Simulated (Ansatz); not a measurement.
A series of calculations on WH$_{5}$F

**1. Relaxation**

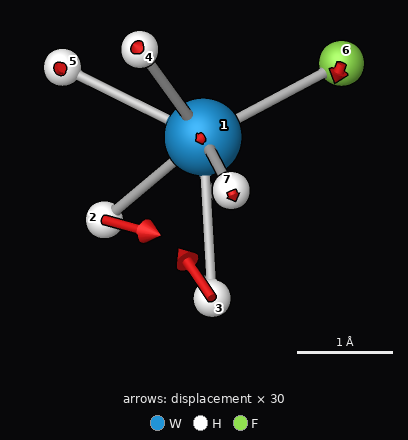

A relaxation of WH5F. The starting structure is drawn; red arrows show the displacements, 30 times their true length. The two geometries are superimposed by the best rigid fit.

Style: ball-and-stick. Shown from a free direction.

The run prepares an end point of a later path (reaction) calculation, from a guessed geometry.

Theory: RKS B3LYP-D4/def2-SVPD (Ansatz 0.2.0). (no spin polarisation; force threshold 0.03 eV/Å; at most 50 steps)

Question: Atoms of which element are displaced furthest, and by how much?

Answer: Hydrogen: up to 0.028 Å, against 0.008 Å for fluorine.

Question: What did the optimiser do to the structure, and how much energy did it gain?

Answer: After 2 accepted moves (3 points after the start) the energy has fallen by 0.19 kcal/mol. Largest force component: 0.36 eV/Å at the start, 0.002 eV/Å at the end. The line search rejected the trial step at point 1 of the run. The largest moves after the best rigid fit, 0.028 Å, are those of H2 and H3. By element the largest moves are H 0.028 Å, F 0.008 Å, W 0.004 Å. Some distances before and after: W1–H2 1.711 → 1.689 Å. Cost: 4.8 s on 2 threads of AMD EPYC 9R45 96-Core Processor (Zen 5), on a shared host, peak memory 0.18 GiB.

**2. Relaxation**

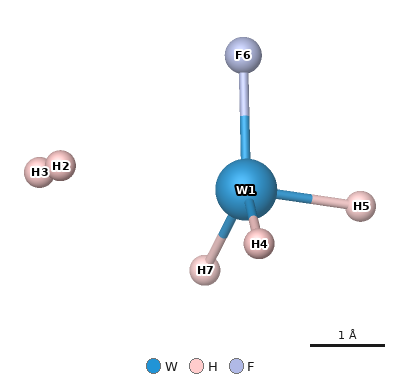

This is the input geometry for a relaxation of WH$_{5}$F. Style: ball-and-stick. Shown at a tilt.

The run prepares an end point of a later path (reaction) calculation, from a guessed geometry.

Level of theory: RKS B3LYP-D4/def2-SVPD in Ansatz 0.2.0.

Input file:
```yaml
crystal:
  periodic: [false, false, false]
  atoms:
    - { symbol: W, position_ang: [-0.453515, -0.050671, -0.153083] }
    - { symbol: H, position_ang: [1.961745, 0.207229, 1.460569] }
    - { symbol: H, position_ang: [2.270485, -0.094949, 0.884744] }
    - { symbol: H, position_ang: [-0.568337, 1.411009, 0.751354] }
    - { symbol: H, position_ang: [-1.940669, -0.046919, -0.938486] }
    - { symbol: F, position_ang: [-0.642535, -1.728683, 0.574646] }
    - { symbol: H, position_ang: [0.272527, 0.172984, -1.680043] }
basis:
  gaussian: { orbitals: def2-SVPD }
hamiltonian:
  xc: b3lyp
  dispersion: d4
relax:
  f_tol: 0.03
  max_steps: 50
output:
  orbitals: {}
```

Launched with:
```bash
ansatz run input.yaml --threads 2 --pin off --max-ram 3072MiB --backend cpu --events-out ev --progress --plain --runs-dir out
```

**Where does the relaxation end?**

The atom that moves furthest after the best rigid fit is H3 (1.17 Å). By element the largest moves are H 1.17 Å, W 0.64 Å, F 0.25 Å. Some distances before and after: W1–H2 2.916 → 1.688 Å, H2–H3 0.720 → 1.806 Å, W1–H4 1.723 → 1.688 Å, W1–H7 1.706 → 1.688 Å. New bonds form, among them: W1–H2 (2.92 → 1.69 Å), W1–H3 (2.92 → 1.69 Å). Bonds break, among them: H2–H3 (0.72 → 1.81 Å). Bond angles that change, for instance: H4–W1–H5 100.6° → 64.6°, H5–W1–H7 87.6° → 64.6°, H5–W1–F6 95.5° → 114.6°. Over 10 geometry steps the energy falls by 198.9 kJ/mol. The largest force component goes from 1.5 to 0.017 eV/Å.

Final geometry:

```xyz
7

W     0.0488   -0.2317    0.1997
H     0.9907    0.5834    1.3393
H     1.7025   -0.1760   -0.1367
H    -0.6964    1.0845    0.9497
H    -1.0297    0.6361   -0.7666
F    -0.5695   -1.8828    0.7514
H     0.4533   -0.1435   -1.4371
```

The end point in the same view:

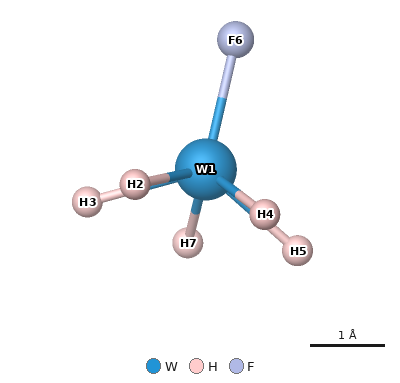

Limits of the set-up: the start holds two separate molecules, 2.9 Å apart at their closest, whose relative position is a soft coordinate.

**3. Path**

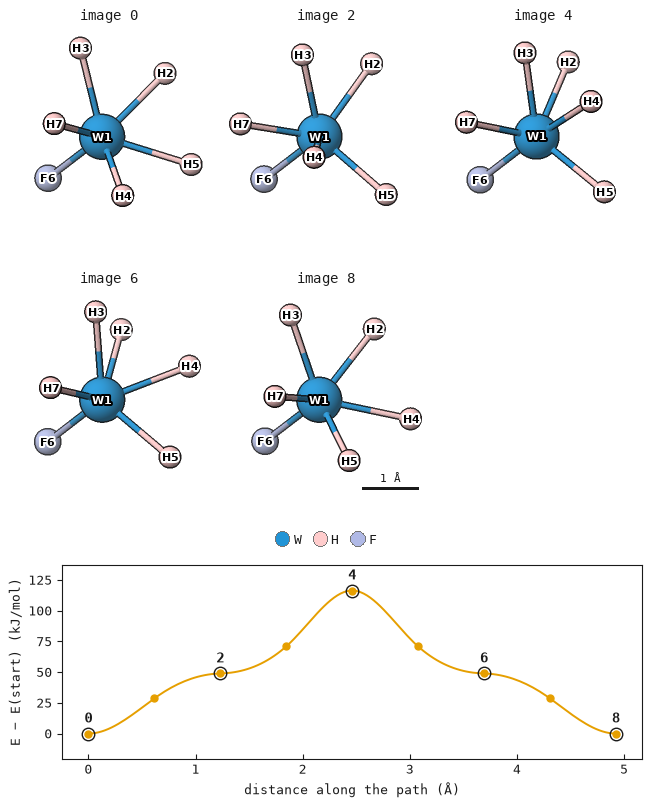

A nudged-elastic-band calculation for WH5F. Images are numbered from 0 (start) to 8 (end). The picture is a ball-and-stick view, seen at a tilt.

Method: RKS B3LYP-D4/def2-SVPD in Ansatz. Set-up: 7 movable images; climbing image; force threshold 0.05 eV/Å; iteration limit 60; starting path through a guess of the saddle point.

Q: Read off the barrier and say what moves.

A: No bond forms or breaks between the ends. Bond angles that change up to the highest image, for instance: H3–W1–H4 119.7° → 56.5°, H4–W1–F6 114.6° → 176.8°. The two ends have the same energy, and the highest point, image 4, lies 116.4 kJ/mol above the start. The band is converged. At the top, the vibrational analysis gives one imaginary mode (658i cm⁻¹), as a transition state must have.
